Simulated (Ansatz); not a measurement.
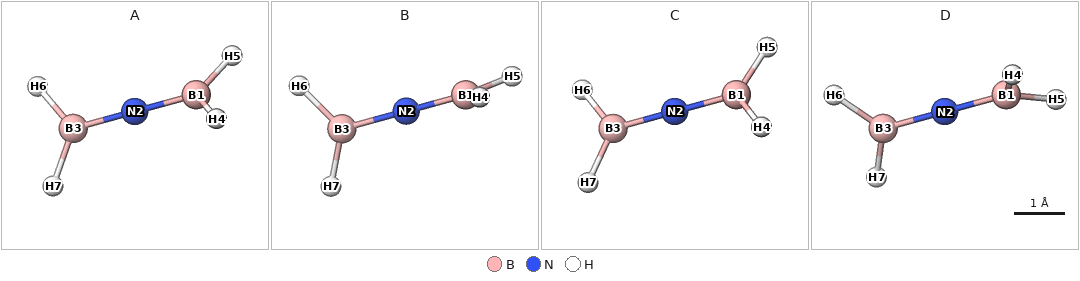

4 geometries from a converged minimum-energy path of B2NH4 (multiplicity 2), shuffled. The picture is a ball-and-stick view, seen at a tilt.

Computed with UKS PBE/cc-pVDZ in Ansatz 0.2.0. Set-up: 5 movable images; climbing image; force threshold 0.05 eV/Å; iteration limit 60; starting path by image-dependent pair potential.

> One of them is the converged climbing image. Which?

B. In order along the path, whose images run from 0 to 6: C (image 0, 0.00 eV), A (image 1, +0.04 eV), B (image 3, +0.62 eV), D (image 5, +0.04 eV). The motion is a rotation about the B1–N2 bond by about 195°. No bond forms or breaks between the ends. Bond angles that change up to the highest image, for instance: H4–B1–H5 119.1° → 114.4°, N2–B1–H4 120.4° → 122.9°.

Cost: 5 min on 1 thread of Arm Neoverse V1, on a shared host, peak memory 0.22 GiB.
